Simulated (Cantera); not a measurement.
Feed: 1 mol CHF3, 0.66 mol HCl, 1 mol H2, held at 1.00 bar.

These are equilibrium values from Cantera (NASA tables, ideal gas, pure condensed phases), not measurements of a reactor. Candidate condensed phases: C, C6H6, C7H8, C8H18; 118 gas species. Rates play no part.

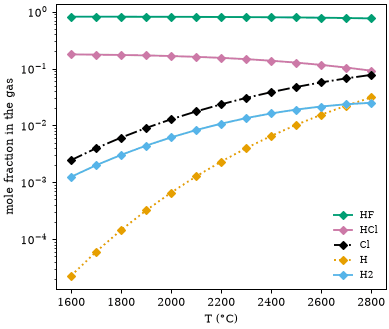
Fig. 1. Equilibrium gas composition (values under 1e-9 drawn at 1e-9)

Q: Read off the mole fractions at 2800 °C.

A: HF about 0.76, HCl about 0.092, Cl about 0.077, H about 0.031, H2 about 0.025.
